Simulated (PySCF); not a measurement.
# A diatomic session: GaN−

One job finds the state of GaN−, follows it along the bond with each method and fits the curves.

Computed with PySCF 2.14.0. Level: Ga aug-cc-pVDZ-PP with ECP10, N aug-cc-pVDZ, scalar-relativistic core potentials.

3 further runs of the same task are left out: 3 set aside as unsound or not needed.

### Step 1. Input

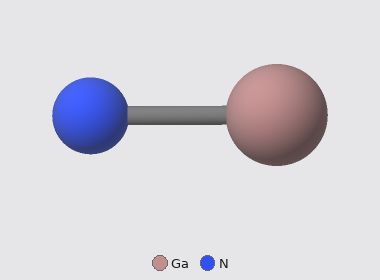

The two atoms at the starting distance (gallium pink, nitrogen blue).

Settings of the job:

```json
{
  "atoms": "Ga, N",
  "charge": "-1",
  "basis": "Ga aug-cc-pVDZ-PP with ECP10, N aug-cc-pVDZ",
  "Hamiltonian": "scalar-relativistic core potentials",
  "basis functions": "55",
  "electrons treated": "29",
  "masses in u": "68.9256, 14.0031",
  "levels": "PBE0, PBE, r²SCAN, BLYP, PBEsol, PW91, ωB97X, MP2, SCS-MP2",
  "grid": "80 radial by 434 angular points",
  "occupations": "held fixed by the projection of orbital angular momentum",
  "dissociation limit": "Ga− + N, each in its ground configuration",
  "starting distance in angstrom": "1.960",
  "values of 2S to try": "1, 3, 5"
}
```

Run with:

```sh
$ OMP_NUM_THREADS=1 python dia.py task.json out
```

Further steps of the session: The PBE0 curve of the state that the search chose; Other states along the same grid; PBE; r²SCAN; BLYP; PBEsol (GGA); PW91; ωB97X (range-separated hybrid).

Q: Predict the outcome of this session. Wanted: for each run, Re; ωe; De; μ.

**Answer**, as computed:

Lowest PBE0 solution found, without spin–orbit coupling: ²Π (doublet), unpaired electrons π ↑. State 2 has its PBE0 minimum 0.11 eV higher. The other levels ran on the lowest alone.

```
       level  Re (Å)  ωe (cm⁻¹)  De (eV)  μ (D)
    ROHF-MP2   1.870        640     3.13    n/a
ROHF-SCS-MP2   1.870        642     3.12    n/a
         PBE   1.873        626     3.71  -2.86
      PBEsol   1.857        642     3.85  -2.73
        PW91   1.870        628     3.75  -2.88
        BLYP   1.888        606     3.74  -3.07
      r²SCAN   1.846        660     3.27  -2.77
        PBE0   1.844        671     3.20  -3.10
       ωB97X   1.828        705     3.59  -3.53
```

De is counted to Ga− + N in their ground configurations. A positive dipole points from Ga to N; in an ion it is taken about the centre of mass and does not tell which atom is negative.

What this shows: Bond lengths run from 1.828 Å (ωB97X) to 1.888 Å (BLYP). Of the levels with a De here, ROHF-SCS-MP2 gives the least (3.12 eV) and PBEsol the most (3.85 eV).

Correlated steps freeze 5 core orbitals. With some functionals the highest level of the anion is positive, from self-interaction error or because the anion is truly unbound there; the finite basis then holds the extra electron, and no neutral molecule was run to test the binding.
